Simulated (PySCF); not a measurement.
**MoN2H2F2: geometry relaxation**

- system: MoN2H2F2 (Mo(NH)2F2)
- method: PBE0-D3(BJ)/def2-SVP geometry optimisation, gas phase (PySCF 2.14.0)

It belongs to a series of runs on one base structure; here: ligand (both): Cl to F.

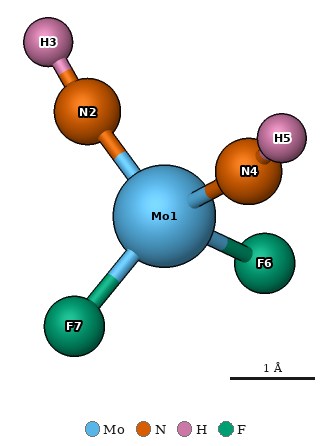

Fig. 1: The starting structure (ball-and-stick view, seen at a tilt; atoms are numbered from 1 in the order of the input). Sticks mark near contacts. Bond lengths as drawn: F–Mo 1.76 to 1.92 Å, H–N 0.91 to 0.99 Å and Mo–N 1.72 to 1.77 Å.

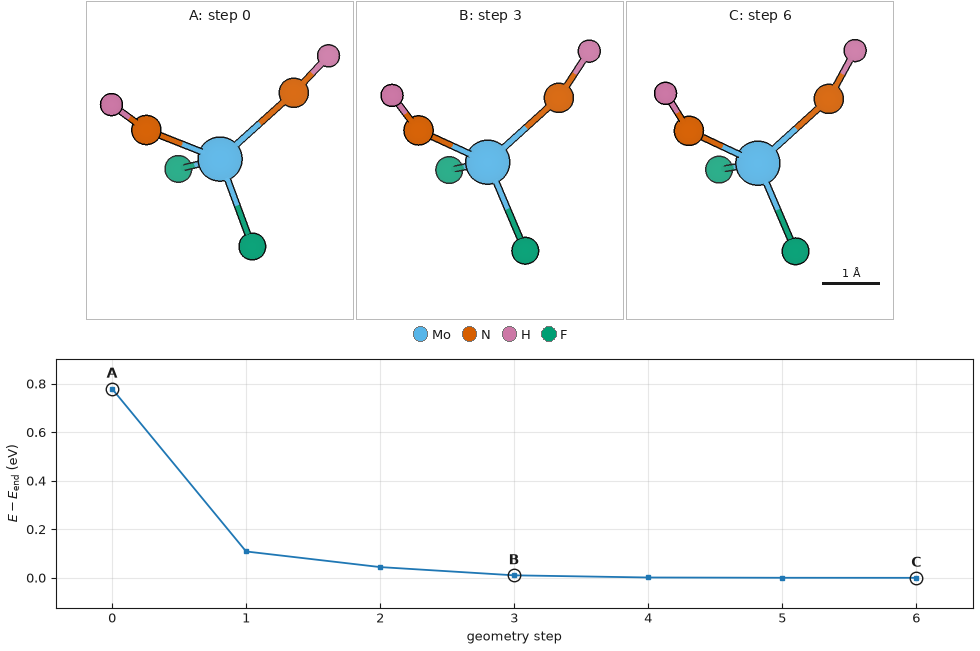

Fig. 2: Frames of the relaxation (ball-and-stick view, seen at a tilt) above the curves, on which the letters mark them (steps are counted from 0).

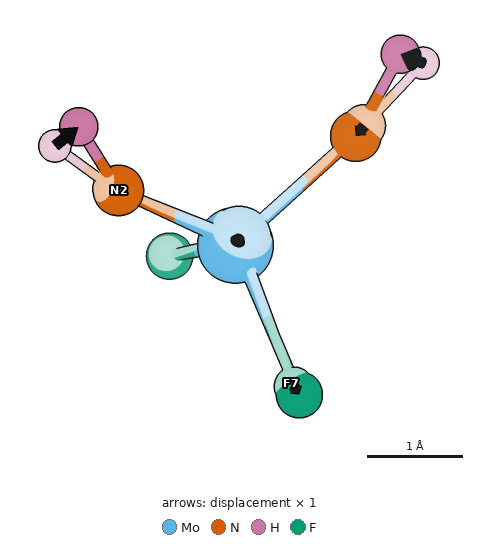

Fig. 3: Start (faint) and end (solid) with the displacements as black arrows, at true length (ball-and-stick view, seen at a tilt). The two geometries are laid on each other by the best rigid fit. H3 moves most after the best rigid fit: 0.32 Å. By element the largest moves are H 0.32 Å, N 0.14 Å, Mo 0.13 Å, F 0.11 Å. Among the contacts that change: N4–H5 0.910 → 1.018 Å, Mo1–F7 1.764 → 1.856 Å, Mo1–N4 1.774 → 1.710 Å, Mo1–F6 1.916 → 1.856 Å. Among the angles that change: Mo1–N4–H5 169.1° → 155.2°, Mo1–N2–H3 167.7° → 154.2°, N2–Mo1–N4 114.0° → 108.2°. The energy falls by 0.779 eV in 6 geometry steps. The largest force component goes from 9.4 to 0.011 eV/Å. (Atoms are counted from 1 in the order of the input.)

The input that produced these results follows, with the program's output.

**The input**
```
{"job": {"xc": "PBE0", "basis": "def2-SVP", "d3": "d3bj", "grid": 1, "maxiter": 30, "shake": 0.03, "kind": "geom"}, "charge": 0, "multiplicity": 1}
Mo    -0.335910    -0.064630    -0.264520
N     -0.424310    -0.001360     1.447310
H     -0.266710    -0.001360     2.420000
N      1.318760    -0.034290    -0.904760
H      2.209870    -0.091470    -1.081700
F     -1.173420     1.558880    -0.843210
F     -1.236420    -1.467780    -0.841680
```

The first line tells a small driver script what to run in PySCF; the rest is the geometry in Å.

Run as:
```bash
OMP_NUM_THREADS=1 python <driver script> task.json out
```

**What the program printed**
```
step   0  E = -378.11760186  max force = 0.182581
step   1  E = -378.14224548  max force = 0.037122
step   2  E = -378.14461206  max force = 0.019587
step   3  E = -378.14586056  max force = 0.003828
step   4  E = -378.14618930  max force = 0.002770
step   5  E = -378.14623072  max force = 0.001302
step   6  E = -378.14623972  max force = 0.000217
optimisation converged
```

**Trajectory as extended XYZ (Å, eV, eV/Å), 7 frames, from step=0 to step=6**
```
7
Properties=species:S:1:pos:R:3:forces:R:3 step=0 energy=-10289.10403
Mo   -0.3359   -0.0646   -0.2645    2.9199   4.6284  -0.2548
N    -0.4243   -0.0014    1.4473   -0.3487  -0.4138  -1.8464
H    -0.2667   -0.0014    2.4200    0.5410   0.0697   1.5395
N     1.3188   -0.0343   -0.9048   -9.3887  -0.0511   2.0556
H     2.2099   -0.0915   -1.0817    6.8506  -0.3267  -0.9908
F    -1.1734    1.5589   -0.8432    0.7472  -1.4152   0.4052
F    -1.2364   -1.4678   -0.8417   -1.3213  -2.4913  -0.9083
7
Properties=species:S:1:pos:R:3:forces:R:3 step=1 energy=-10289.77461
Mo   -0.3730    0.0081   -0.3014   -1.9089  -0.8924   0.5646
N    -0.3970    0.0062    1.4038   -0.2672  -0.0125   0.5646
H    -0.1303   -0.0158    2.3862    0.2358   0.0037  -0.1338
N     1.2074   -0.0294   -0.8519    1.8564  -0.1430  -0.9978
H     2.2161   -0.1077   -0.9386    0.0964   0.0531   0.2221
F    -1.1560    1.5544   -0.8750   -0.2708   0.8020  -0.2884
F    -1.2754   -1.5180   -0.8918    0.2583   0.1892   0.0688
7
Properties=species:S:1:pos:R:3:forces:R:3 step=2 energy=-10289.83901
Mo   -0.4172    0.0088   -0.3064    1.0072  -0.2391  -0.0582
N    -0.4117   -0.0007    1.4092   -0.3145   0.0096  -0.2028
H    -0.0682   -0.0243    2.3695    0.1205   0.0028  -0.1697
N     1.2218   -0.0384   -0.8597   -0.7598  -0.0470  -0.0492
H     2.2456   -0.1082   -0.8822   -0.4132   0.0647   0.2276
F    -1.1883    1.5939   -0.8965    0.1098  -0.1257   0.0932
F    -1.2902   -1.5332   -0.9025    0.2501   0.3349   0.1590
7
Properties=species:S:1:pos:R:3:forces:R:3 step=3 energy=-10289.87298
Mo   -0.4184    0.0048   -0.3101    0.1659   0.1767  -0.1969
N    -0.4205   -0.0042    1.3996   -0.1424  -0.0096   0.1047
H    -0.0394   -0.0269    2.3432    0.0850   0.0023  -0.0372
N     1.2025   -0.0411   -0.8633   -0.0659  -0.0518  -0.0962
H     2.2216   -0.1019   -0.8375   -0.1720   0.0419   0.1193
F    -1.1807    1.5982   -0.8970    0.0933  -0.1427   0.0834
F    -1.2732   -1.5308   -0.9034    0.0361  -0.0167   0.0229
7
Properties=species:S:1:pos:R:3:forces:R:3 step=4 energy=-10289.88193
Mo   -0.4292    0.0054   -0.3227   -0.0444   0.0061   0.1424
N    -0.4283   -0.0072    1.3904   -0.0366   0.0040  -0.0545
H     0.0016   -0.0302    2.3125    0.0239  -0.0006   0.0132
N     1.1887   -0.0412   -0.8646    0.1402  -0.0101  -0.0742
H     2.2014   -0.0899   -0.7732    0.0009   0.0164   0.0261
F    -1.1774    1.5991   -0.8987   -0.0383   0.0856  -0.0221
F    -1.2650   -1.5381   -0.9123   -0.0457  -0.1014  -0.0310
7
Properties=species:S:1:pos:R:3:forces:R:3 step=5 energy=-10289.88306
Mo   -0.4318    0.0035   -0.3254   -0.0670   0.0256  -0.0375
N    -0.4319   -0.0090    1.3859    0.0138  -0.0011   0.0308
H     0.0103   -0.0313    2.3028   -0.0060   0.0013   0.0111
N     1.1892   -0.0391   -0.8640    0.0548  -0.0029  -0.0123
H     2.2002   -0.0811   -0.7534    0.0095   0.0117   0.0060
F    -1.1815    1.6016   -0.8996    0.0021  -0.0114   0.0068
F    -1.2626   -1.5466   -0.9149   -0.0073  -0.0231  -0.0049
7
Properties=species:S:1:pos:R:3:forces:R:3 step=6 energy=-10289.88330
Mo   -0.4325    0.0016   -0.3279   -0.0012  -0.0026  -0.0005
N    -0.4335   -0.0102    1.3841    0.0104  -0.0041  -0.0057
H     0.0087   -0.0316    2.3013   -0.0112   0.0027   0.0015
N     1.1912   -0.0359   -0.8627   -0.0108  -0.0023  -0.0006
H     2.2019   -0.0725   -0.7456    0.0053   0.0098   0.0038
F    -1.1847    1.5987   -0.9005   -0.0009  -0.0074   0.0002
F    -1.2592   -1.5520   -0.9173    0.0084   0.0039   0.0013
```

**Results in brief**

```json
{"quantity": "outcome", "value": "converged"}
{"quantity": "total energy", "value": "−378.146240 hartree"}
{"quantity": "dipole moment", "value": "3.16 D"}
{"quantity": "point group", "value": "C2v"}
{"quantity": "hardware", "value": "1 CPU thread, shared host"}
{"quantity": "wall time", "value": "56 s"}
{"quantity": "peak memory", "value": "0.37 GiB"}
```

**Remarks**

The run takes a singlet; with an open-shell metal another spin state may lie lower.
